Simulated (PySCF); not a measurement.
# URI-MP2/cc-pVDZ run of SiH2SF (SMILES F[SiH]S)

Aim: the vertical doublet–quartet gap of SiH2SF at URI-MP2/cc-pVDZ, from 2 runs. 

The results are computed with PySCF 2.14.0.

2 further runs of the same task are left out: 1 that didn't finish, 1 set aside as unsound or not needed.

## Step 1: Starting point

The species is SiH2SF (5 atoms), meant as a doublet with charge 0. As SMILES, `F[SiH]S`. Geometry: relaxed at PBE0-D4/def2-TZVP. This is one conformer, not always the lowest.

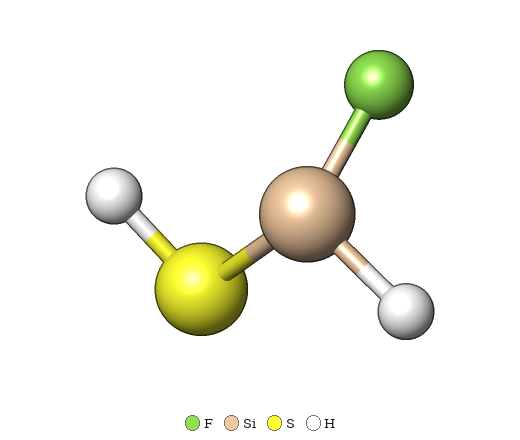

The structure, seen from a chosen angle (fluorine green, silicon light orange, sulfur yellow, hydrogen white).

## Step 2: The energy at URI-MP2/cc-pVDZ

The input, geometry.xyz:

```xyz
5
FH2SSi
F     -1.242300    -0.527200     1.134200
Si    -0.629400    -0.168000    -0.303300
S      1.400700     0.438500    -0.191800
H     -0.621800    -1.416500    -1.115500
H      1.142700     1.599500     0.435000
```

The input, run.py:

```python
from pyscf import gto, mp

mol = gto.M(
    atom='geometry.xyz',
    spin=1,
    basis='cc-pvdz',
    verbose=4,
    symmetry=True,
    max_memory=1860,
)

mf = mol.UHF()
mf.max_cycle = 100
mf = mf.newton()
mf.kernel()

pt = mp.MP2(mf, frozen=11).density_fit().run()
e_final = pt.e_tot
print('E = %.10f Eh' % e_final)
```

Started as:

```
OMP_NUM_THREADS=1 python run.py
```

The program printed:

```text
PySCF version 2.14.0

[INPUT] num. atoms = 5
[INPUT] num. electrons = 41
[INPUT] charge = 0
[INPUT] spin (= nelec alpha-beta = 2S) = 1
[INPUT] symmetry True subgroup None
[INPUT] Mole.unit = angstrom
[INPUT] Symbol           X                Y                Z      unit          X                Y                Z       unit  Magmom
[INPUT]  1 F     -1.242300000000  -0.527200000000   1.134200000000 AA   -2.347606764547  -0.996263612871   2.143327370482 Bohr   0.0
[INPUT]  2 Si    -0.629400000000  -0.168000000000  -0.303300000000 AA   -1.189393622801  -0.317473988927  -0.573153933581 Bohr   0.0
[INPUT]  3 S      1.400700000000   0.438500000000  -0.191800000000 AA    2.646939382678   0.828644905622  -0.362449470692 Bohr   0.0
[INPUT]  4 H     -0.621800000000  -1.416500000000  -1.115500000000 AA   -1.175031704255  -2.676797055446  -2.107989491952 Bohr   0.0
[INPUT]  5 H      1.142700000000   1.599500000000   0.435000000000 AA    2.159390042540   3.022616936242   0.822030864186 Bohr   0.0

nuclear repulsion = 142.484404766028
point group symmetry = C1
symmetry origin: [0. 0. 0.]
symmetry axis x: [1. 0. 0.]
symmetry axis y: [0. 1. 0.]
symmetry axis z: [0. 0. 1.]
num. orbitals of irrep A = 60
number of shells = 21
number of NR pGTOs = 122
number of NR cGTOs = 60
basis = cc-pvdz
ecp = {}

******** <class 'pyscf.soscf.newton_ah.SecondOrderUHF'> ********
method = SecondOrderUHF
initial guess = minao
damping factor = 0
level_shift factor = 0
DIIS = <class 'pyscf.scf.diis.CDIIS'>
diis_start_cycle = 1
diis_space = 8
diis_damp = 0
SCF conv_tol = 1e-09
SCF conv_tol_grad = None
SCF max_cycles = 100
direct_scf = True
direct_scf_tol = 1e-13
number electrons alpha = 21  beta = 20
******** <class 'pyscf.scf.uhf.UHF'> Newton solver flags ********
SCF tol = 1e-09
conv_tol_grad = None
max. SCF cycles = 100
direct_scf = True
direct_scf_tol = 1e-13
max_cycle_inner = 12
max_stepsize = 0.05
ah_start_tol = 1e+09
ah_level_shift = 0
ah_conv_tol = 1e-12
ah_lindep = 1e-14
ah_start_cycle = 1
ah_max_cycle = 40
ah_grad_trust_region = 2.5
kf_interval = 4
kf_trust_region = 5
canonicalization = True
Set conv_tol_grad to 3.16228e-05
[... the frontier-level lines of each cycle are left out ...]

Initial guess E= -787.03574578278  |g|= 0.360748
macro= 0  E= -787.111538288626  delta_E= -0.0757925  |g|= 0.0450268  3 KF 9 JK
macro= 1  E= -787.111581843142  delta_E= -4.35545e-05  |g|= 4.4793e-05  3 KF 11 JK
macro= 2  E= -787.111581843141  delta_E= 1.36424e-12  |g|= 6.40083e-06  1 KF 2 JK
Canonicalize SCF orbitals
macro X = 3  E=-787.111581843141  |g|= 6.40083e-06  total 8 KF 26 JK
converged SCF energy = -787.111581843141  <S^2> = 0.75470086  2S+1 = 2.0046953

******** <class 'pyscf.mp.dfump2.DFUMP2'> ********
nocc = (np.int64(10), np.int64(9)), nmo = (49, 49)
frozen orbitals 11
mem_avail = 1714.74  mem_blk = 0.03  auxlen = 340

E(DFUMP2) = -787.510525954738  E_corr = -0.398944111597761
E(SCS-DFUMP2) = -787.502314228351  E_corr = -0.390732385210001
E_corr(same-spin) = -0.101539094662284
E_corr(oppo-spin) = -0.297405016935478
E = -787.5105259547 Eh
```

It took 1.2 s on 1 thread of Intel Xeon Platinum 8488C (Sapphire Rapids), shared host; peak memory 0.15 GiB.

## Step 3: The quartet, same level

The input, start.xyz:

```xyz
5
FH2SSi
F     -1.242300    -0.527200     1.134200
Si    -0.629400    -0.168000    -0.303300
S      1.400700     0.438500    -0.191800
H     -0.621800    -1.416500    -1.115500
H      1.142700     1.599500     0.435000
```

The input, job.py:

```python
from pyscf import gto, scf, mp

mol = gto.M(
    atom='start.xyz',
    spin=3,
    symmetry=True,
    basis='cc-pvdz',
    max_memory=1860,
    verbose=4,
)

mf = scf.UHF(mol)
mf.max_cycle = 100
mf.kernel()
if not mf.converged:
    mf = mf.newton().run(mf.mo_coeff, mf.mo_occ)

pt = mp.MP2(mf, frozen=11).density_fit().run()
e_final = pt.e_tot
print(f'total energy: {e_final:.8f} hartree')
```

Started as:

```
OMP_NUM_THREADS=1 python job.py
```

The program printed:

```text
PySCF version 2.14.0

[INPUT] num. atoms = 5
[INPUT] num. electrons = 41
[INPUT] charge = 0
[INPUT] spin (= nelec alpha-beta = 2S) = 3
[INPUT] symmetry True subgroup None
[INPUT] Mole.unit = angstrom
[INPUT] Symbol           X                Y                Z      unit          X                Y                Z       unit  Magmom
[INPUT]  1 F     -1.242300000000  -0.527200000000   1.134200000000 AA   -2.347606764547  -0.996263612871   2.143327370482 Bohr   0.0
[INPUT]  2 Si    -0.629400000000  -0.168000000000  -0.303300000000 AA   -1.189393622801  -0.317473988927  -0.573153933581 Bohr   0.0
[INPUT]  3 S      1.400700000000   0.438500000000  -0.191800000000 AA    2.646939382678   0.828644905622  -0.362449470692 Bohr   0.0
[INPUT]  4 H     -0.621800000000  -1.416500000000  -1.115500000000 AA   -1.175031704255  -2.676797055446  -2.107989491952 Bohr   0.0
[INPUT]  5 H      1.142700000000   1.599500000000   0.435000000000 AA    2.159390042540   3.022616936242   0.822030864186 Bohr   0.0

nuclear repulsion = 142.484404766028
point group symmetry = C1
symmetry origin: [0. 0. 0.]
symmetry axis x: [1. 0. 0.]
symmetry axis y: [0. 1. 0.]
symmetry axis z: [0. 0. 1.]
num. orbitals of irrep A = 60
number of shells = 21
number of NR pGTOs = 122
number of NR cGTOs = 60
basis = cc-pvdz
ecp = {}

[... 20 lines left out ...]
WARN: HOMO 0.0934786678630041 >= LUMO -0.338478296758071
[... 5 lines left out ...]
WARN: HOMO -0.111377248545527 >= LUMO -0.165179319552472
[... 134 lines left out ...]
converged SCF energy = -786.864576660131  <S^2> = 3.76834  2S+1 = 4.0091595
[... 1 line left out ...]
******** <class 'pyscf.mp.dfump2.DFUMP2'> ********
nocc = (np.int64(11), np.int64(8)), nmo = (49, 49)
frozen orbitals 11
mem_avail = 1714.73  mem_blk = 0.03  auxlen = 340

E(DFUMP2) = -787.244284284399  E_corr = -0.379707624267462
E(SCS-DFUMP2) = -787.234271337148  E_corr = -0.369694677016378
E_corr(same-spin) = -0.0991782370437413
E_corr(oppo-spin) = -0.28052938722372
total energy: -787.24428428 hartree
```

Wall time 1.5 s (1 thread of Intel Xeon Platinum 8488C (Sapphire Rapids), shared host); peak memory 0.14 GiB.

## Step 4: What came out

At URI-MP2/cc-pVDZ, 11 core orbitals frozen:

| quantity | value |
| --- | --- |
| doublet: total energy | -787.51053 Eh |
| doublet: dipole moment (Hartree–Fock density) | 1.51 D |
| doublet: HOMO energy (Hartree–Fock orbitals) (highest over α and β) | -9.48 eV |
| doublet: LUMO energy (Hartree–Fock orbitals) (lowest over α and β) | 1.06 eV |
| doublet: correlation energy (11 core orbitals frozen) | -398.9 mEh |
| doublet: ⟨S²⟩ of the reference determinant | 0.755 |
| quartet: total energy | -787.24428 Eh |
| quartet: dipole moment (Hartree–Fock density) | 4.53 D |
| quartet: HOMO energy (Hartree–Fock orbitals) (highest over α and β) | -3.35 eV |
| quartet: LUMO energy (Hartree–Fock orbitals) (lowest over α and β) | -1.81 eV |
| quartet: correlation energy (11 core orbitals frozen) | -379.7 mEh |
| quartet: ⟨S²⟩ of the reference determinant | 3.768 |
| vertical energy of the quartet above the doublet | 7.245 eV |

What this shows: At this shape the quartet lies 7.24 eV (167 kcal/mol) above the doublet. Mulliken charges (doublet) of the mean-field density run from -0.44 on F1 to +0.71 on Si2; they depend strongly on the basis.
